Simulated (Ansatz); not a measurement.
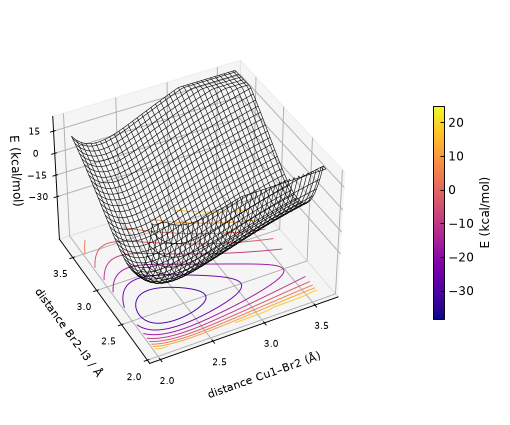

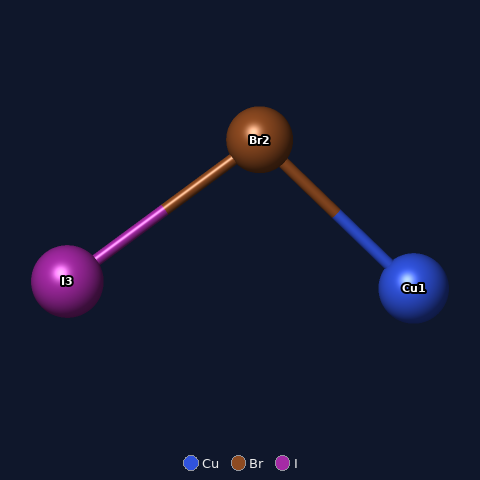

Energy landscape of the system Cu⁺ + BrI. The first coordinate is: distance Cu1–Br2; the second: distance Br2–I3. Nothing is relaxed (the angle Cu1–Br2–I3 is fixed at 100 degrees). The scan uses a 9 × 9 grid. Points are written as (first, second). All energies are given in kcal/mol relative to Cu with charge +1 far from the relaxed BrI (each part in its own basis). The reference is spin-restricted, so regions where a bond is pulled apart into radicals lie too high. All numbers below come from RKS PBE0-D4/def2-SVPD (Ansatz 0.2.0).

In the figure: a relief with its contours projected below, any walls above the top of the colour scale cut off. Between grid points the surface is interpolated. The second picture is the structure at the lowest point.

### Describe this landscape.

The lowest grid point is at (2.280 Å, 2.519 Å), −38 kcal/mol from Cu with charge +1 far from the relaxed BrI (each part in its own basis). It is the only kind of minimum in the scanned range. The highest grid point, (3.616 Å, 2.072 Å), lies 76 kcal/mol above the lowest. Round the minimum the two coordinates are weakly coupled (coupling 0.06 in units of the two stiffnesses).

Time for the 81 points that were run: 13 min on 1 thread of Arm Neoverse V1, with other jobs on the host.
